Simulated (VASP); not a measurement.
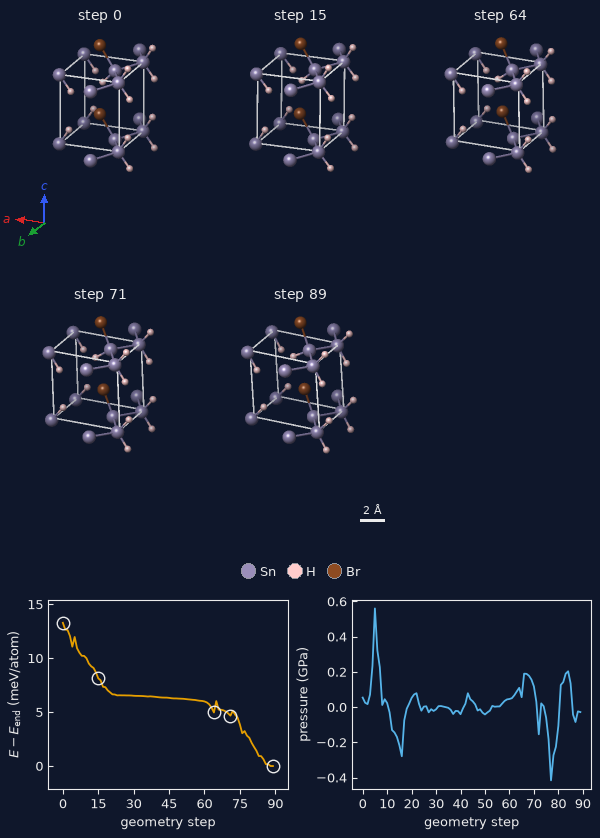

Frames of a relaxation of a crystal of Sn₂H₃Br (a generated structure, set up in Pm), marked on the history of the run. Style: ball-and-stick. Shown: the cell of the calculation, from a free direction.

The run lets cell and atoms move.

These are results of Kohn-Sham DFT of a periodic cell, PBE, VASP PAW PBE potentials, recommended in VASP, not measurements.

The input:
```
ALGO     = Normal         # electronic algorithm
EDIFF    = 1E-6           # SCF threshold, eV
EDIFFG   = -0.01          # ionic threshold
ENCUT    = 520            # plane-wave cutoff, eV
GGA      = PE             # functional
IBRION   = 2              # ionic algorithm
ISIF     = 3              # what is computed and relaxed
ISMEAR   = 0              # smearing method
KPAR     = 4            
LASPH    = T              # aspherical terms in the spheres
LCHARG   = F              # write CHGCAR
LREAL    = F              # projectors in reciprocal space
LWAVE    = F              # write WAVECAR
NELM     = 120            # most SCF steps
NSW      = 90             # ionic steps
PREC     = Accurate       # precision mode
SIGMA    = 0.03           # smearing width, eV
```

Launched with:
```bash
cat potpaw_PBE.64/Sn_d/POTCAR potpaw_PBE.64/H/POTCAR potpaw_PBE.64/Br/POTCAR > POTCAR
mpirun -np 4 vasp_std > vasp.out
```

**What happens along the run?**

The relaxation stopped without meeting its thresholds, so the last structure isn't shown to be converged. Over 89 geometry steps the energy falls by 13.3 meV per atom. The largest force component goes from 0.12 to 0.036 eV/Å. Pressure: 0.05 GPa at the start and −0.03 GPa at the end. The atom that moves furthest relative to the cell is the Br atom (0.95 Å along [−2 0 1]). Largest moves by element: Br 0.95 Å, H 0.62 Å, Sn 0.24 Å. The drawn cell changes as follows: a 5.569 → 6.169 Å (+10.8 %), b 4.870 → 4.809 Å (−1.3 %), c 6.417 → 6.104 Å (−4.9 %), β 93.1° → 85.4°; the volume changes by +3.9 %. Near-neighbour distances that change, for instance: Sn–Sn 2.848 → 2.833 Å, Br–Sn 2.563 → 2.568 Å. Bond angles that change, for instance: H–Sn–Br 103.1° → 99.6°, Sn–Sn–H 106.5° → 109.3°, Sn–Sn–H 112.6° → 114.9°. The space group stays Pm (No. 6). From step 0 to 15: H and Br atoms move most (0.15 Å), volume +6.1 %, energy −5.2 meV per atom. From step 15 to 64: the Br atom moves most (0.48 Å), volume +0.5 %, energy −3.2 meV per atom. From step 64 to 71: the Br atom moves most (0.19 Å), volume −1.0 %, energy −0.3 meV per atom. From step 71 to 89: an H atom moves most (0.18 Å), volume −1.6 %, energy −4.7 meV per atom.

```tsv
step	E − E(0), meV/atom	largest force component, eV/Å	pressure, GPa	volume, Å³/atom
0	0.00	0.1193	0.05	28.965
1	-0.62	0.0960	0.03	29.006
2	-0.68	0.1316	0.02	29.022
3	-1.22	0.1125	0.07	29.057
4	-2.22	0.1176	0.23	29.160
5	-1.32	0.2786	0.56	29.350
6	-2.36	0.1610	0.32	29.213
7	-2.77	0.1028	0.23	29.333
8	-3.06	0.1545	0.01	29.592
9	-3.07	0.1431	0.05	29.555
10	-3.29	0.1297	0.02	29.625
14	-4.60	0.2343	-0.17	30.441
18	-5.98	0.1539	-0.01	31.337
22	-6.65	0.0528	0.08	31.399
27	-6.74	0.0166	-0.03	31.541
31	-6.78	0.0657	0.01	31.541
35	-6.82	0.0548	0.00	31.543
39	-6.87	0.0364	-0.02	31.541
43	-6.94	0.0240	0.08	31.424
47	-7.02	0.0217	-0.02	31.516
52	-7.08	0.0258	-0.02	31.511
56	-7.16	0.0341	0.00	31.429
60	-7.30	0.0849	0.05	31.327
64	-8.32	0.2655	0.11	30.875
68	-8.12	0.3393	0.18	30.756
72	-8.15	0.4572	-0.15	30.330
77	-10.05	0.2050	-0.42	30.295
81	-11.52	0.2223	0.13	30.003
85	-12.66	0.0879	0.14	29.885
89	-13.29	0.0358	-0.03	30.083
```
